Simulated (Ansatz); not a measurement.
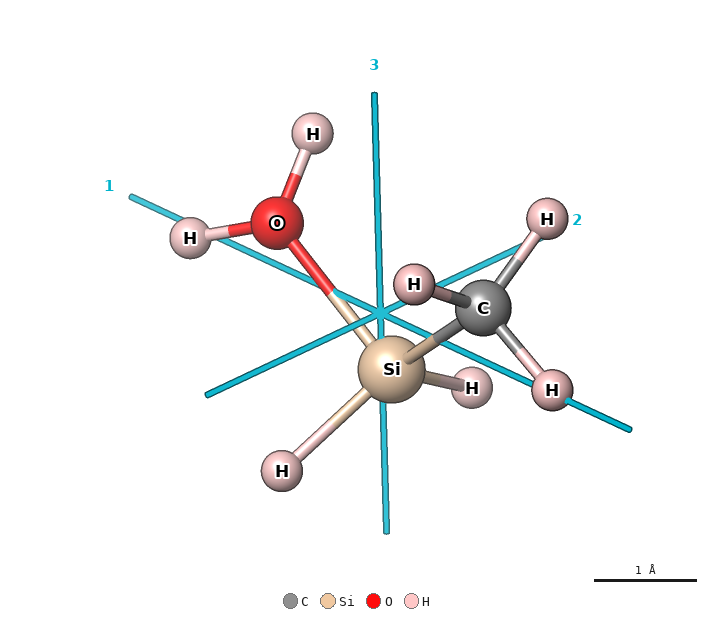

The three principal axes of inertia are drawn and numbered. Atoms fade into the background with distance from the viewer. Charge +1, singlet. Computed geometry: PBE-D4/def2-SVP optimisation. No frequency run is at hand to confirm it as a minimum. Masses are those of the most abundant isotopes; constants are for the rigid equilibrium geometry.

### Which line is the a axis (least moment of inertia), which b and which c?

a is line 1, b is line 3, c is line 2; the moments are 32.0, 85.1, 106 u Å².

### Classify the rotor and give the rotational constants (cm⁻¹).

An asymmetric top (C1): A = 0.526, B = 0.198, C = 0.159 cm⁻¹. Ray's parameter κ is −0.79, nearer the prolate limit.
